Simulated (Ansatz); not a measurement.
# Run report: GaPH6O3, single-point calculation

GaPH6O3, SMILES [OH][Ga-]([OH])([OH])[PH3+], computed with RKS PBE0-D4/def2-TZVPP (Ansatz 0.2.0).

The geometry comes from this level: PBE0-D4/def2-TZVP.

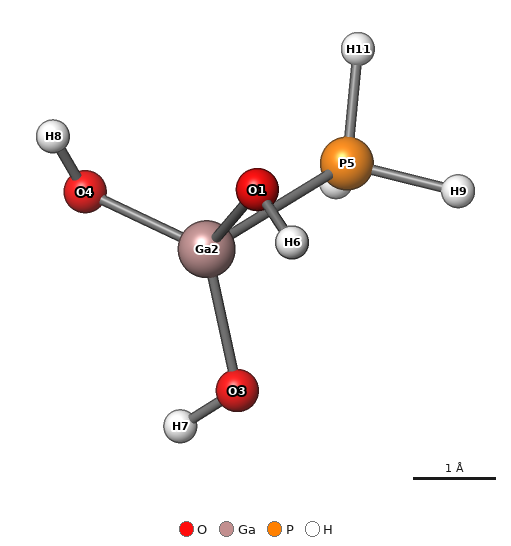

Fig. 1: The structure (ball-and-stick view, seen at a tilt; atoms are numbered from 1 in the order of the input). Sticks mark near contacts. Bond lengths as drawn: Ga–O 1.80 Å, Ga–P 2.58 Å, H–O 0.96 Å and H–P 1.41 Å.

Input
```yaml
crystal:
  periodic: [false, false, false]
  atoms:
    - {symbol: O, position_ang: [-1.777244, 0.351677, 1.087567]}
    - {symbol: Ga, position_ang: [-0.221226, -0.481746, 0.728024]}
    - {symbol: O, position_ang: [1.211875, -0.084009, 1.744297]}
    - {symbol: O, position_ang: [-0.286195, -2.103383, -0.053735]}
    - {symbol: P, position_ang: [0.432600, 0.885778, -1.355224]}
    - {symbol: H, position_ang: [-1.725670, 0.896459, 1.875462]}
    - {symbol: H, position_ang: [1.801270, -0.833075, 1.852677]}
    - {symbol: H, position_ang: [-1.183691, -2.431308, -0.138639]}
    - {symbol: H, position_ang: [0.683725, 2.265413, -1.214217]}
    - {symbol: H, position_ang: [1.596465, 0.531641, -2.066798]}
    - {symbol: H, position_ang: [-0.466610, 0.945351, -2.438813]}
basis:
  gaussian: {orbitals: def2-TZVPP}
hamiltonian: {xc: pbe0, dispersion: d4}
output: {orbitals: {seedname: orbitals}}
```

Run on 4 threads of Arm Neoverse V2, 23 GiB of memory available, shared host.

Launch command:
```bash
ansatz run in.yaml --threads 4 --pin off --events-out ev --progress --plain --max-ram 11315MiB
```

What the program printed
```
Functional definition: PBE0
  name "PBE0"
  cite "Adamo & Barone, J. Chem. Phys. 110, 6158 (1999) doi:10.1063/1.478522"
  cite "Perdew, Burke & Ernzerhof, Phys. Rev. Lett. 77, 3865 (1996) doi:10.1103/PhysRevLett.77.3865"
  parent pbe
  parameter a = 0.25
  parameter kappa = 0.804
  parameter beta = 0.06672455060314922
  exchange = (1 - a)*pbe_x(kappa = kappa, mu = beta*pi^2/3) + a*exact_x
  correlation = pbe_c(beta = beta)
1520 factors; their error is unknown
mean field evaluation 1: about -67879.2375 eV, gradient 9.7e1 eV
mean field evaluation 2: about -67836.5758 eV, gradient 1.8e2 eV
mean field evaluation 4: about -67894.0522 eV, gradient 4.7e0 eV
mean field evaluation 8: about -67894.1012 eV, gradient 5.7e-2 eV
mean field evaluation 16: about -67894.3019 eV, gradient 2.9e-5 eV
mean field -67894.30188148 eV, -2495.0695737338 hartree, gradient 2.9e-5 eV, S^2 0.000000; 0 other end points of the search recorded, 0 dependent functions left out
reference -67894.30191738 eV, -2495.0695750529 hartree; 38, 38 occupied and 229, 229 virtual orbitals, 1520 factors
Total energy: -67894.51476773 eV, -2495.0773971590 hartree
```

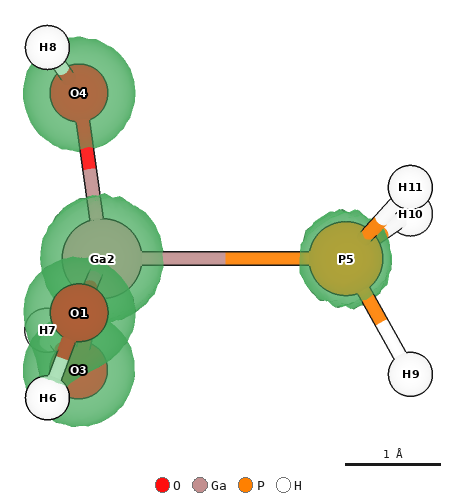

Fig. 2: Isosurface of the electron density at 2 e/Å³ (green), seen from the side. At this value the surface falls into seven separate pieces. It is pinched off along the Ga–O (1.80 Å), Ga–P (2.58 Å) and P–H (1.41 Å) contacts. On the grid the lowest density along these lines, outside the cores, is 0.88 e/Å³ (Ga–O, 1.80 Å), 0.32 e/Å³ (Ga–P, 2.58 Å), 2.5 e/Å³ (O–H, 0.96 Å) and 1.1 e/Å³ (P–H, 1.41 Å).

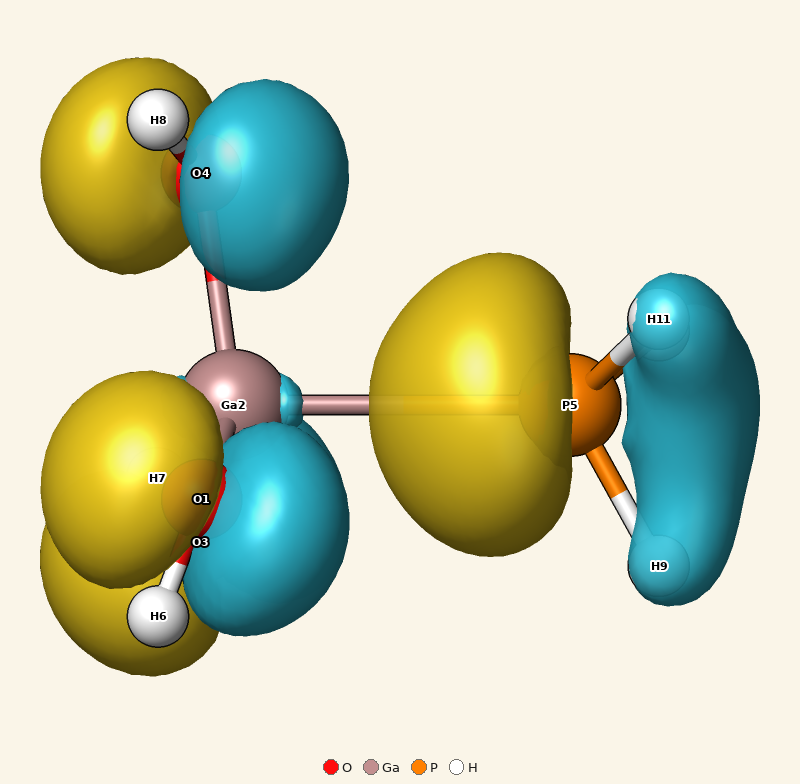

Fig. 3: One frontier orbital at ±0.1 Å⁻³ᐟ² (yellow and cyan are the two phases), seen from the side. The HOMO, at −7.96 eV.

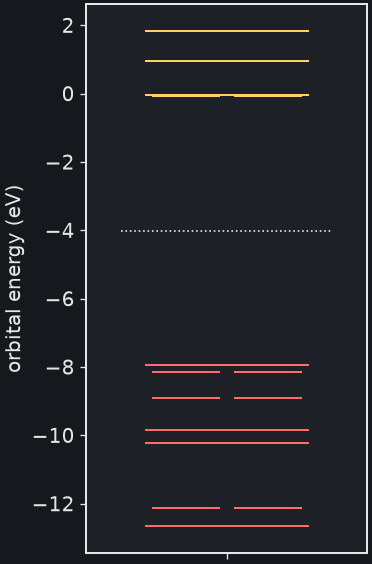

Fig. 4: Orbital energies near the frontier; the dotted line parts filled from empty levels, and levels within 0.02 eV of each other stand side by side. Highest filled −7.96 eV, lowest empty −0.08 eV, 7.88 eV apart.

Results in brief

| quantity | value |
| --- | --- |
| outcome | converged |
| total energy | −67894.5148 eV |
| mean-field energy | −67894.3019 eV |
| dispersion energy | −0.2129 eV |
| SCF solution under orbital rotations | stable |
| HOMO | −7.96 eV |
| LUMO | −0.08 eV |
| wall time | 6 s (CPU time 19 s) |
| peak memory | 0.81 GiB |
